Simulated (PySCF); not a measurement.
Molecule: SMILES O=Cc1ccc(S)cc1. Atoms near the plane z = 0.8 Å, at the GFN2-xTB optimised geometry (x, y, z in Å): O1 (-2.6, -2.6, 0.0), C2 (-1.4, -2.5, 0.0), C3 (-0.6, -1.3, 0.0), C4 (-1.3, -0.1, 0.0), C5 (-0.6, 1.1, 0.0), C6 (0.8, 1.1, 0.0), S7 (1.7, 2.6, 0.0), C8 (1.5, -0.1, 0.0), C9 (0.8, -1.3, 0.0), H10 (-0.7, -3.4, 0.0), H11 (-2.4, -0.1, 0.0), H12 (-1.1, 2.1, 0.0), H13 (0.7, 3.4, 0.0), H14 (2.6, -0.1, 0.0), H15 (1.3, -2.2, 0.0).

Calculation: PBE/def2-TZVP (PySCF). The values are rescaled to run from 0 to 1.

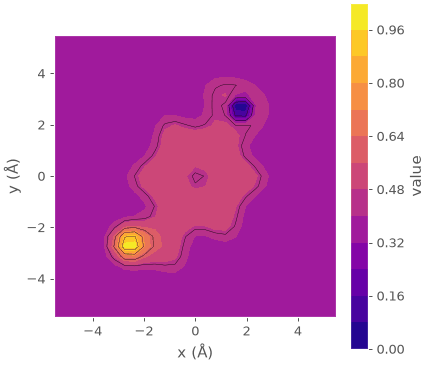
Figure. a field on the plane z = 0.8 Å.

Task: Which quantity is mapped?
(A) an orbital amplitude
(B) Laplacian of the electron density
(C) electron localisation function
(D) deformation density (molecule minus spherical neutral atoms)

Result: B, Laplacian of the electron density. In full: Laplacian of the electron density (e/bohr⁵).
